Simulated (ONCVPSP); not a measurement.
## Pseudopotential generation, with input and output: F

Fluorine (F, Z = 9), core [He], reference valence 2s2 2p5, valence charge 7. Computed at this level: ONCV potential, PBE, scalar-relativistic, made with ONCVPSP 4.0.1.

### Input file
```
# ATOM AND REFERENCE CONFIGURATION
# atsym  z   nc   nv     iexc    psfile
  F 9.00    1    2        4      upf
#
#   n    l    f
    1    0    2.00
    2    0    2.00
    2    1    5.00
#
# PSEUDOPOTENTIAL AND OPTIMIZATION
# lmax
    2
#
#   l,   rc,      ep,       ncon, nbas, qcut
    0    0.60    0.00    4    7    9.30
    1    1.45    0.00    4    7    9.10
    2    1.45    0.27    3    7    6.10
#
# LOCAL POTENTIAL
# lloc, lpopt,  rc(5),   dvloc0
    4    5    0.40    0.00
#
# VANDERBILT-KLEINMAN-BYLANDER PROJECTORs
# l, nproj, debl
    0    1    1.80
    1    2    0.40
    2    2    3.50
#
# MODEL CORE CHARGE
# icmod, fcfact, rcfact
    1    0.25    0.00
#
# LOG DERIVATIVE ANALYSIS
# epsh1, epsh2, depsh
   -3.00    5.00    0.02
#
# OUTPUT GRID
# rlmax, drl
    6.00    0.01
#
# TEST CONFIGURATIONS
# ncnf
    4
# nvcnf
#   n    l    f
    2
    2    0    2.00
    2    1    4.00
#
    2
    2    0    2.00
    2    1    3.00
#
    2
    2    0    2.00
    2    1    2.00
#
    2
    2    0    2.00
    2    1    1.00
#
```

Run as:
```bash
oncvpsp.x < F.dat > F.out
```

### The program's output (extracts)
```
ONCVPSP  (Optimized Norm-Conservinng Vanderbilt PSeudopotential)
scalar-relativistic version 4.0.1

#   n    l    f        energy (Ha)
    1    0    2.00    -2.4378532E+01
    2    0    2.00    -1.0987895E+00
    2    1    5.00    -4.0834358E-01

Reference configufation results
  iterations    20
  all-electron total energy (Ha)   -9.97443626D+01

Begin loop to  construct optimized pseudo wave functions
and semi-local pseudopoentials for all angular momenta

Calculating optimized projector #   1

 for l=   0

    Fraction of norm inside rc  0.175054
    Optimizing pswf for qcut=   9.31 a_B^-1,  ecut=  43.31 Ha
    Residual kinetic energy error=  4.81D-03 Ha

    Energy error per electron        Cutoff
         Ha          eV             Ha
         0.01000     0.27211       38.10
         0.00100     0.02721       83.77
         0.00010     0.00272      201.00
         0.00001     0.00027      253.15

WARNING wellstate: negative energy specified for n= 3 l=  1
WARNING scattering state with energy  0.25000000
WARNING will be used for the first projector

   Wellstate for l =  1  n =  3
     eigenvalue =   0.2500
     asymptotic potential =   0.7500
     half-point radius =  6.1388

Calculating optimized projector #   1

 for l=   1

    Fraction of norm inside rc  0.767936
    Optimizing pswf for qcut=   9.11 a_B^-1,  ecut=  41.49 Ha
    Residual kinetic energy error=  8.38D-06 Ha

    Energy error per electron        Cutoff
         Ha          eV             Ha
         0.01000     0.27211       25.34
         0.00100     0.02721       31.83
         0.00010     0.00272       36.62
         0.00001     0.00027       42.09

Calculating optimized projector #   2

 for l=   1

    Fraction of norm inside rc  0.062380
    Optimizing pswf for qcut=   9.11 a_B^-1,  ecut=  41.49 Ha
    Residual kinetic energy error=  2.94D-06 Ha

    Energy error per electron        Cutoff
         Ha          eV             Ha
         0.01000     0.27211       19.38
         0.00100     0.02721       27.77
         0.00010     0.00272       34.04
         0.00001     0.00027       38.99

   Wellstate for l =  2  n =  3
     eigenvalue =   0.2700
     asymptotic potential =   0.7700
     half-point radius =  8.4483

   Wellstate for l =  2  n =  5
     eigenvalue =   3.7700
     asymptotic potential =   4.2700
     half-point radius =  3.3403

Calculating optimized projector #   1

 for l=   2

    Fraction of norm inside rc  0.003055
    Optimizing pswf for qcut=   6.11 a_B^-1,  ecut=  18.67 Ha
    Residual kinetic energy error=  1.58D-06 Ha

    Energy error per electron        Cutoff
         Ha          eV             Ha
         0.01000     0.27211        0.83
         0.00100     0.02721        2.85
         0.00010     0.00272        8.26
         0.00001     0.00027       14.29

Calculating optimized projector #   2

 for l=   2

    Fraction of norm inside rc  0.151969
    Optimizing pswf for qcut=   6.11 a_B^-1,  ecut=  18.67 Ha
    Residual kinetic energy error=  2.85D-03 Ha

    Energy error per electron        Cutoff
         Ha          eV             Ha
         0.01000     0.27211       15.15
         0.00100     0.02721       21.66
         0.00010     0.00272       60.93
         0.00001     0.00027      110.39

Construct Vanderbilt / Kleinmman-Bylander projectors

B matrix Hermiticity error, ll=   1
   1   2    2.3484E-05

  Orthonormal projector coefficients -1.0880E+01 -2.5724E+00

B matrix Hermiticity error, ll=   2
   1   2   -1.1181E-05

  Orthonormal projector coefficients -3.0730E+01 -3.1722E+00

Model core correction analysis
  based on d2Exc/dn_idn_j

d2excae - all-electron derivatives

   -5.208934D-02   -4.307578D-02
   -4.336819D-02   -4.022931D-02

d2excps - pseudofunction derivatives with no core correction

   -4.995111D-02   -4.499957D-02
   -4.529096D-02   -4.095826D-02

rms 2nd derivative error    1.767868E-03

Polynomial model core charge

d2excps - pseudofunction derivatives with core correction

   -4.956432D-02   -4.479358D-02
   -4.508505D-02   -4.091542D-02

rms 2nd derivative error    1.785001E-03

Pseudoatom total energy  -23.780100

Diagnostic tests using Vanderbilt-Kleinman-Bylander pseudopotentials
  1 or more projectors used as specified by nproj input data

   l    rcore       rmatch      e in        delta e   norm test  slope test

   0   0.6031116   0.6214234  -1.0987895  -0.0000140   1.0000087   0.9999786

   1   1.4531180   1.4972378  -0.4083436  -0.0000030   1.0000479   1.0000568
   1   1.4531180   1.4972378   0.2500000  -0.0000005   1.0001015   1.0001015

   2   1.4531180   1.4972378   0.2700000  -0.0001022   0.9999494   0.9999494
   2   1.4531180   1.4972378   3.7700000   0.0000400   1.0000025   1.0000025

 Testing for bound ghosts
   n   l    E NL Schr. Eq   E Basis Diag.   E Cutoff

   1   0       -1.098803       -0.833411    341.31

   2   1       -0.408347       -0.405894    105.22

       2                       -8.326183    120.46  WARNING - GHOST(-)

 Testing for highly-localized positive-energy ghosts
       l    <radius>/rc     E Basis Diag.   E Cutoff

Test configuration 0

   n   l     f        eae           eps        diff
   1   0  2.0000  -24.37853201
   2   0  2.0000   -1.09878951   -1.09880347   -1.40D-05
   2   1  5.0000   -0.40834358   -0.40834654   -2.96D-06

    Total energies and differences
      AE_ref= -9.97443626D+01  AE_tst= -9.97443626D+01  dif=  0.00D+00
      PS_ref= -2.37800999D+01  PS_tst= -2.37800999D+01  dif=  7.11D-15
      PSP excitation error= -7.11D-15

Test configuration 1

   n   l     f        eae           eps        diff
   1   0  2.0000  -25.14104769
   2   0  2.0000   -1.74146106   -1.74132254    1.39D-04
   2   1  4.0000   -1.04032161   -1.03607428    4.25D-03

    Total energies and differences
      AE_ref= -9.97443626D+01  AE_tst= -9.90317940D+01  dif=  7.13D-01
      PS_ref= -2.37800999D+01  PS_tst= -2.30690356D+01  dif=  7.11D-01
      PSP excitation error=  1.50D-03

Test configuration 2

   n   l     f        eae           eps        diff
   1   0  2.0000  -26.10145694
   2   0  2.0000   -2.49865894   -2.49378367    4.88D-03
   2   1  3.0000   -1.80083139   -1.78241444    1.84D-02

    Total energies and differences
      AE_ref= -9.97443626D+01  AE_tst= -9.76211871D+01  dif=  2.12D+00
      PS_ref= -2.37800999D+01  PS_tst= -2.16686073D+01  dif=  2.11D+00
      PSP excitation error=  1.17D-02

Test configuration 3

   n   l     f        eae           eps        diff
   1   0  2.0000  -27.24451375
   2   0  2.0000   -3.35182559   -3.33367416    1.82D-02
   2   1  2.0000   -2.67390524   -2.62516467    4.87D-02

    Total energies and differences
      AE_ref= -9.97443626D+01  AE_tst= -9.53928083D+01  dif=  4.35D+00
      PS_ref= -2.37800999D+01  PS_tst= -1.94721220D+01  dif=  4.31D+00
      PSP excitation error=  4.36D-02

Test configuration 4

   n   l     f        eae           eps        diff
   1   0  2.0000  -28.56075320
   2   0  2.0000   -4.28883443   -4.24504169    4.38D-02
   2   1  1.0000   -3.64869436   -3.54769332    1.01D-01

    Total energies and differences
      AE_ref= -9.97443626D+01  AE_tst= -9.22396581D+01  dif=  7.50D+00
      PS_ref= -2.37800999D+01  PS_tst= -1.63916901D+01  dif=  7.39D+00
      PSP excitation error=  1.16D-01
```

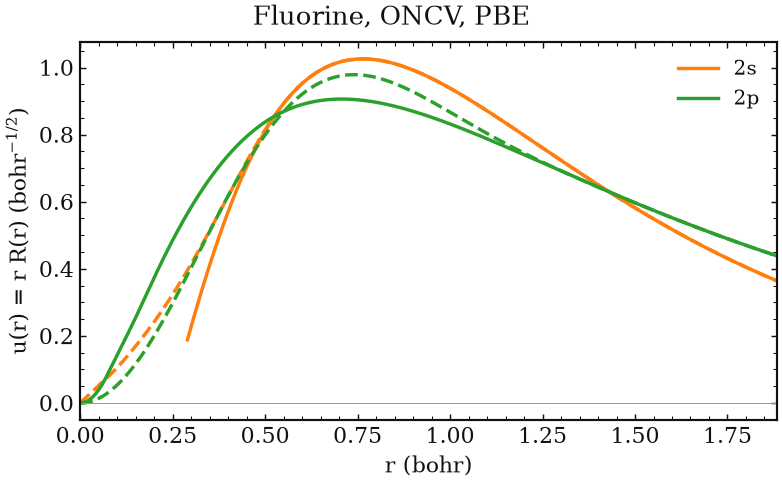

*Pseudo-waves (dashed) against the all-electron radial functions (solid). The innermost oscillations of some all-electron curves aren't drawn. Reference configuration 2s2 2p5.*

- Matching radii: 2s at 0.60 bohr; 2p at 1.45 bohr. The curves merge smoothly, so the plot gives these only roughly.
- Nodes of the pseudo-waves: 2s has no node; 2p has no node.
- Cutoffs needed: 84 Ha (loose) and 201 Ha (tight), as the cutoffs at which the residual kinetic energy of the hardest occupied pseudo-wave falls to 1 and 0.1 mHa per electron. The potential isn't sound: its ghost test gives GHOST(-) flagged for d at -226.6 eV; no localised positive-energy state flagged.

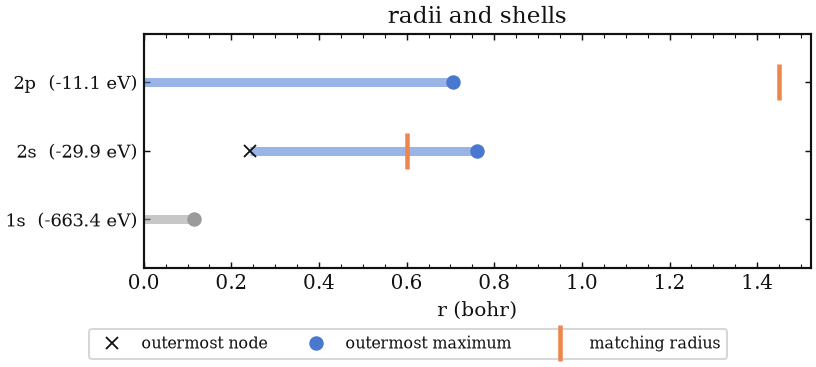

*Outer shells of the all-electron reference atom: each bar runs from the outermost node (or the nucleus) to the outermost maximum of u(r); the tick is the radius chosen for the pseudo-wave. Shells without a tick have no pseudo-wave of their own. Levels, nodes and maxima are from ld1.x, scalar-relativistic.*

- Radii against the shells: 2s: 0.60 bohr, between node and maximum; 2p: 1.45 bohr, outside the maximum.

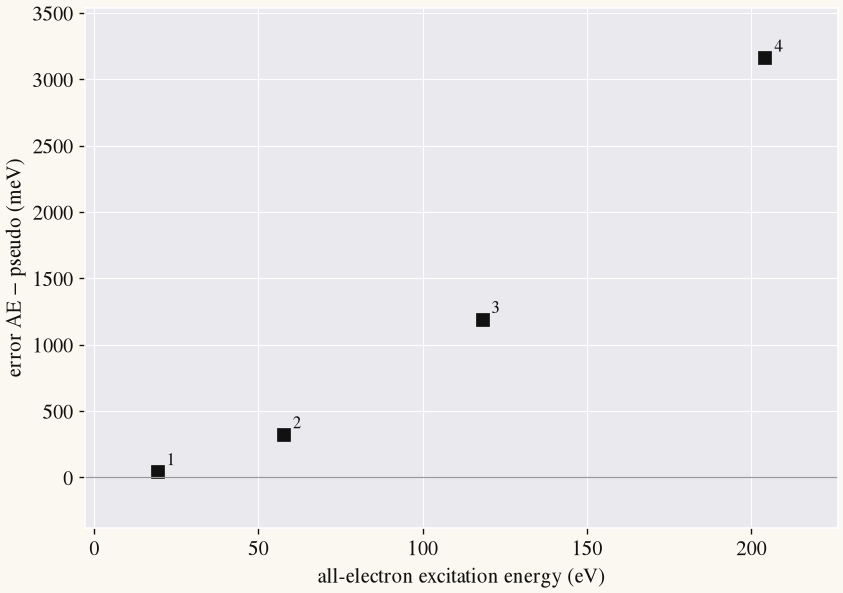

*Errors, all-electron minus pseudo, of the energies of valence configurations relative to the unpolarised reference 2s2 2p5. Points: 1 = 2s2 2p4; 2 = 2s2 2p3; 3 = 2s2 2p2; 4 = 2s2 2p1.*

- Worst configuration: 2s2 2p1 (charge +4): the error is +3157 meV on an all-electron energy of +204.21 eV relative to the reference, or 1.5 %.
- Configurations within 10 meV and within 50 meV: 0 and 1 of 4.
- Errors in meV: 2s2 2p4: +41; 2s2 2p3: +318; 2s2 2p2: +1186; 2s2 2p1: +3157.

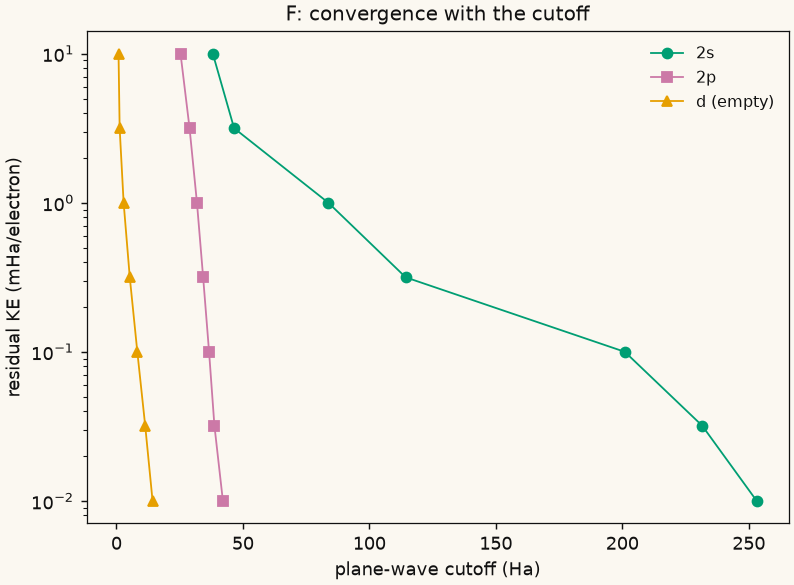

*Residual kinetic energy of the pseudo-waves (the first of each channel, and further valence shells) beyond the plane-wave cutoff, as the generator prints it.*

- Hardest wave at 1 mHa per electron: 2s, with rc = 0.60 bohr and qcut = 9.3 1/bohr. The optimisation minimises, but can't always remove, the kinetic energy above qcut²/2 = 43.2 Ha, and a larger rc would as a rule soften the wave at some cost in transferability.
- Cutoffs for 1 mHa per electron: 2s: 84 Ha; 2p: 32 Ha; d (empty): 2.8 Ha.
- Cutoffs for the occupied states: 84 Ha for 1 mHa and 201 Ha for 0.1 mHa per electron. The first is set by 2s.

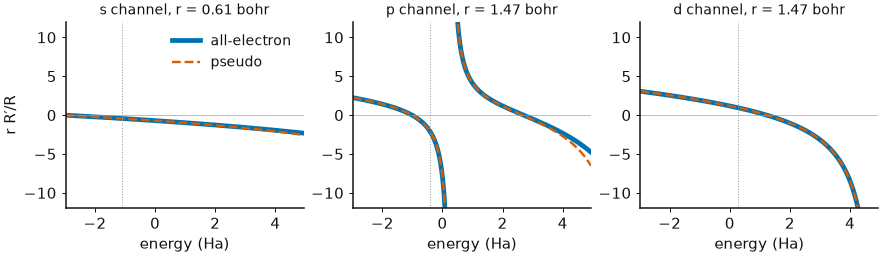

*Logarithmic derivatives r R′/R at the test radius against energy, all-electron atom (solid) and pseudo-atom (dashed). Here R(r) is the radial function. The dotted line marks the reference energy of the channel. Not drawn: f: not judged.*

- Poles, where the radial function vanishes at the test radius: s: all-electron at no energy in the range, pseudo at no energy in the range; p: all-electron at 0.3 Ha, pseudo at 0.3 Ha; d: all-electron at no energy in the range, pseudo at no energy in the range.
- Ghost states: the plot shows none: pseudo and all-electron curves have the same branches in all channels drawn. The separate test gives: GHOST(-) flagged for d at -226.6 eV; no localised positive-energy state flagged. The bound ghosts lie below the range of the plot.
- Zeros of the logarithmic derivative: s: all-electron -3.0 Ha, pseudo nowhere; p: all-electron -1.0 and 2.7 Ha, pseudo -1.0 and 2.7 Ha; d: all-electron 1.2 Ha, pseudo 1.2 Ha.

### Results in brief

- outcome: generated, with a ghost state
- cutoffs needed: 84 Ha and 201 Ha (the cutoffs at which the residual kinetic energy of the hardest occupied pseudo-wave falls to 1 and 0.1 mHa per electron)
- ghost test: GHOST(-) flagged for d at -226.6 eV; no localised positive-energy state flagged
- largest excitation error: +3157 meV (all-electron minus pseudo) for 2s2 2p1, out of 4 test configurations
- rms error of d²Exc/dni dnj: 1.77 mHa without and 1.79 mHa with the model core
- range over which the phases arctan(r R′/R) at the test radius agree within 0.05 rad (a looser test near the poles than one of phase shifts): s: over the whole range computed; p: up to about 2.5 Ha; d: over the whole range computed; f: not judged, local potential alone
- hardware: 1 CPU thread, shared host
- wall time: 1.9 s

### Notes

The potential has a bound ghost state, so it can't be used as it stands. An excitation error of 3157 meV in its own tests makes this a poorly transferable potential. Warnings of the program, in the generation or the tests: wellstate: negative energy specified for n= 3 l= 1.
